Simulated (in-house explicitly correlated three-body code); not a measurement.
Two electrons around a point charge Z = 5.6. Computed variationally in 260 exponentially correlated functions with an in-house code, non-relativistic, converged to about 10⁻⁷ hartree. The exact exchange and correlation energies are −3277 and −44.94 millihartree. Wanted, and plotted below: the errors of AM05, BLYP, BP86, M06-L, OLYP and revTPSS, evaluated on the exact density.

By the size of the summed error (millihartree): revTPSS −8.6, OLYP +9.3, BP86 +9.4, BLYP +16, M06-L −45, AM05 +255. Errors of exchange and correlation cancel by a quarter or more for OLYP (+14 and −5.0), BP86 (+21 and −11) and AM05 (+357 and −103).

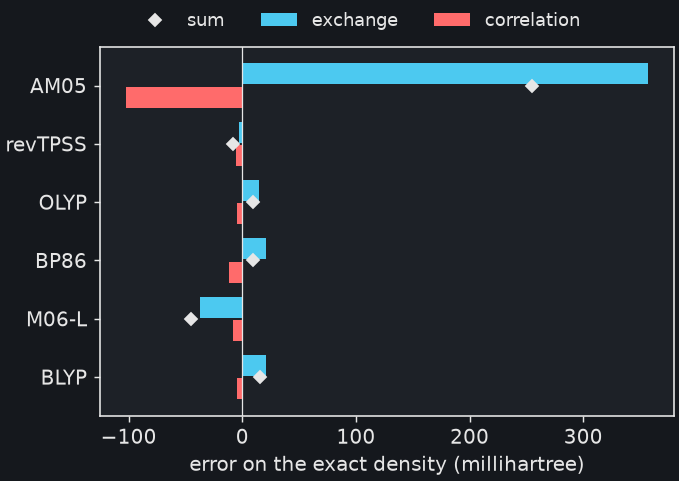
